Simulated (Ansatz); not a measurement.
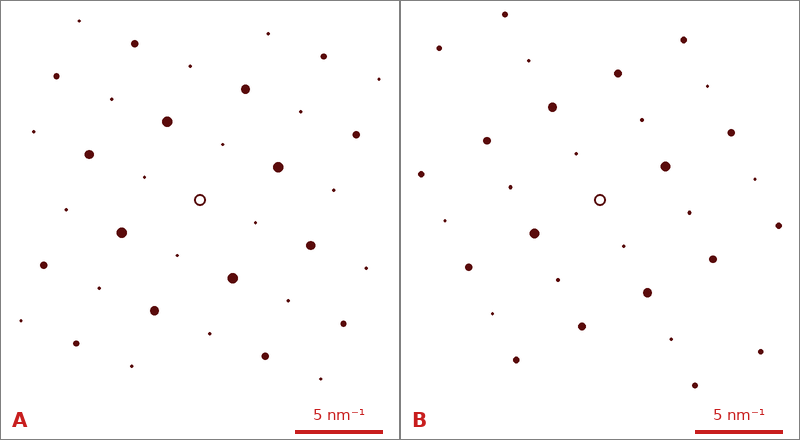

Kinematic electron diffraction patterns (300 kV, B = 0.5 Å², same scale, each along a low-index zone) of two structures of composition TiCuH3, each relaxed at zero pressure with DFT PBE, scalar-relativistic, plane waves, PAW in Ansatz. The runs are not spin-polarised.

The structures (standard cells):
1. P4mm (No. 99), a = 2.903 Å, c = 4.443 Å, 5 atoms; generated start, possibly hypothetical
2. Pm-3m (No. 221), a = 3.337 Å, 5 atoms; generated start, possibly hypothetical

### Which pattern belongs to which structure, and along which zone?

A is structure 1 along [001]: square net of 1 0 0 (weak) at d = 2.90 Å and 0 1 0 (weak) at d = 2.90 Å, 90.0° apart. B is structure 2 along [110] or an equivalent direction: rectangular net of 0 0 1 (weak) at d = 3.34 Å and 1 -1 0 at d = 2.36 Å, 90.0° apart (some points of this net are extinct or too weak to see).

### Which structure lies lowest at this level of theory, and by how much?

Structure 1 (P4mm, 7.49 Å³ an atom) is the lowest of these; structure 2 (Pm-3m, 7.43 Å³ an atom) lies about 190 meV an atom higher. These are static energies at 0 K; other structures, not shown, may lie lower still.
